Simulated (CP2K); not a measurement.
Formylketene has these distinct O atoms: O1 (bonded to C) and O5 (bonded to C).

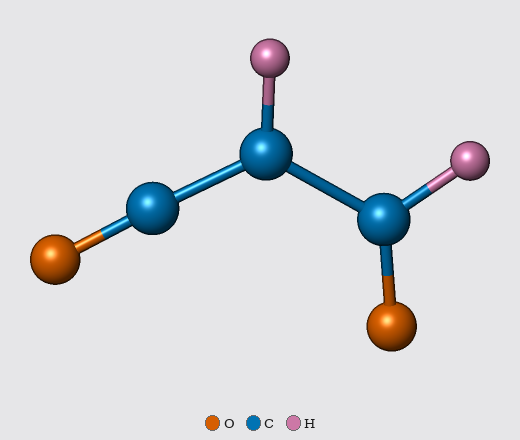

The molecule (oxygen orange, carbon blue, hydrogen pink).

```xyz
7

O     2.1225   -0.4168   -1.2469
C     1.2923   -0.0547   -0.5121
C     0.3104    0.3291    0.3039
C    -1.0628   -0.1724    0.1481
O    -1.4524   -0.9678   -0.6995
H     0.5495    1.0315    1.0997
H    -1.7596    0.2512    0.9067
```

Their partial O K spectra (CP2K XAS_TDP, all-electron GAPW, PBEh(45%), aug-cc-pVDZ, TDA, GW2X-corrected core level, no relativity) are given in random order, each times the number of alike atoms.

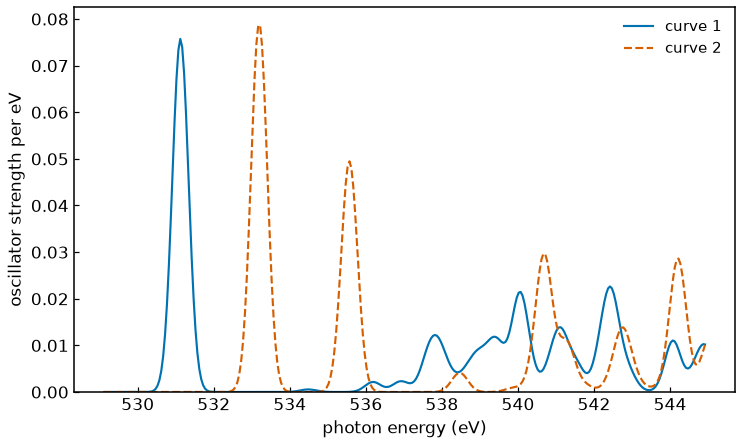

Gaussian full width 0.5 eV, oscillator strength per eV, alike atoms added, rows of zeros left out.

**Question.** Which curve belongs to which atom?

Curve 1: O5 (bonded to C), leading line at 531.12 eV (f = 0.040 an atom), ionisation energy 537.81 eV, term value 6.69 eV. Curve 2: O1 (bonded to C), leading line at 533.19 eV (f = 0.042 an atom), ionisation energy 540.81 eV, term value 7.62 eV. The leading line of an atom is its first one with 35 % of the strongest within 2.5 eV of its lowest line over the strength cut. A line lies at the core ionisation energy, which rises as an atom loses charge to its neighbours or to a π system, less the term value, which is large for a low π* or σ* orbital with weight on that atom.

[Banner, clock and machine lines of the logs are left out without a mark of their own.]

[Logs are printed without paths, hosts, clocks, repeated set-up lines and the standing remarks that a program may print on its own settings, such as how far it seeks lower states.]

[Hosts, paths, dates, database ids (printed as entryN), source tags and the programs' standing remarks are cut or masked in the printed files.]
